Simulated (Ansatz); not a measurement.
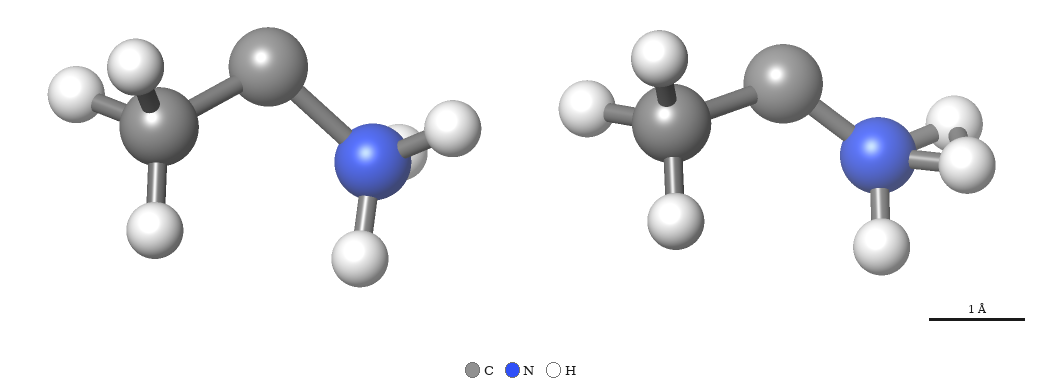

Two geometries of C$_{2}$H$_{6}$N (charge +1), drawn at one scale. One is the start of a relaxation, the other its converged end. The picture is a ball-and-stick view, seen at a tilt.

All numbers below come from Ansatz 0.2.0, RKS PBE-D4/def2-SVP. (force threshold 0.03 eV/Å; at most 250 steps)

Which one is relaxed?

Answer. The left one is the relaxed one. It is one of the separated reactants of a reaction. An H atom moves most after the best rigid fit: 0.59 Å. Largest moves by element: H 0.59 Å, C 0.23 Å, N 0.21 Å. Among the contacts that change: H–H 1.033 → 1.633 Å, C–N 1.280 → 1.509 Å, H–N 1.015 → 1.052 Å, C–H 1.097 → 1.126 Å. Among the angles between lasting bonds that change: H–N–H 61.1° → 102.9°, H–N–H 75.5° → 109.0°, C–N–H 134.5° → 106.4°. The energy falls by 3.212 eV in 8 accepted moves (9 points after the start). The largest force component goes from 5.3 to 0.016 eV/Å. The line search rejected the trial step at point 5 of the run. The run took 10 s on 2 threads of Arm Neoverse V1, on a shared host.
